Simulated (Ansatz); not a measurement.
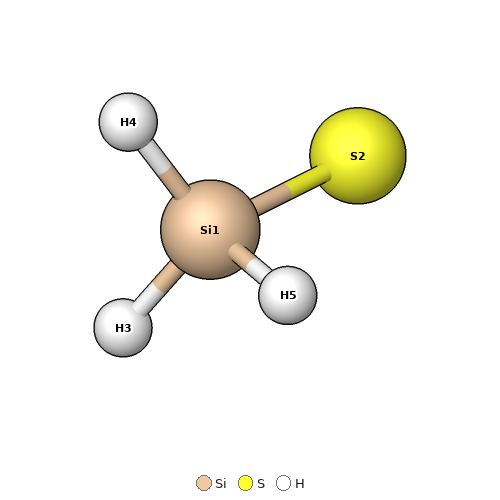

The system is H₃SSi, SMILES [SiH3][S], spin multiplicity 2; the picture shows the reference structure. Coordinates scanned: (1) bond length Si1–S2; (2) angle H4–Si1–S2. Nothing is relaxed (all other coordinates rigid). The scan uses a 9 × 9 grid. All energies are given in kJ/mol relative to the lowest grid point. The calculation used Ansatz, UKS PBE0-D4/def2-TZVP.

Its coordinates:

| atom | x (Å) | y (Å) | z (Å) |
| --- | --- | --- | --- |
| Si | -0.1209 | -0.0271 | -0.0302 |
| S | 1.9578 | -0.2999 | 0.2854 |
| H | -0.9380 | -0.6797 | 1.0241 |
| H | -0.5543 | -0.5173 | -1.3632 |
| H | -0.2949 | 1.4503 | 0.0424 |

Range: bond length Si1–S2 from 1.866 to 2.650 Å; angle H4–Si1–S2 from 67.2 to 157.2°.

What will the energy surface look like?

Answer. The lowest grid point is at bond length Si1–S2 = 2.160 Å, angle H4–Si1–S2 = 112.2°. It is the only kind of minimum in the scanned range. The highest grid point, bond length Si1–S2 = 2.650 Å, angle H4–Si1–S2 = 157.2°, lies 243 kJ/mol above the lowest. Round the minimum the valley is somewhat tilted: raising bond length Si1–S2 shifts the best value of angle H4–Si1–S2 downwards (coupling k₁₂/√(k₁₁k₂₂) about 0.2).

```csv
"angle H4–Si1–S2 ↓, bond length Si1–S2 →",1.866,1.964,2.062,2.160,2.258,2.356,2.454,2.552,2.650
157.2,175,136,123,126,140,162,187,215,243
145.9,124,83,68,71,85,106,132,160,188
134.7,89,46,30,32,45,66,91,119,148
123.4,71,26,8,8,21,40,65,93,121
112.2,70,22,2,0,11,29,53,79,107
100.9,81,31,8,5,14,31,53,78,105
89.7,99,47,24,19,27,43,64,89,114
78.4,127,76,52,47,54,68,88,111,135
67.2,165,113,90,85,91,105,123,143,165
```

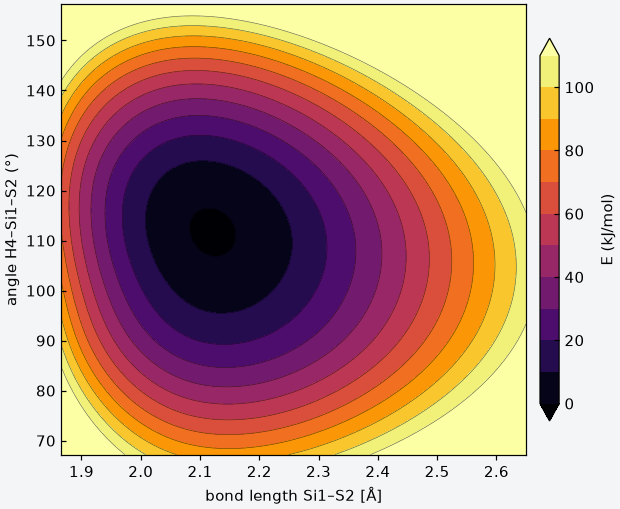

Drawn: filled contours, one colour for all values above the top of the scale. Between grid points the surface is interpolated.

Time for the 81 points that were run: 13 min on 1 thread of Arm Neoverse V1 (shared host).
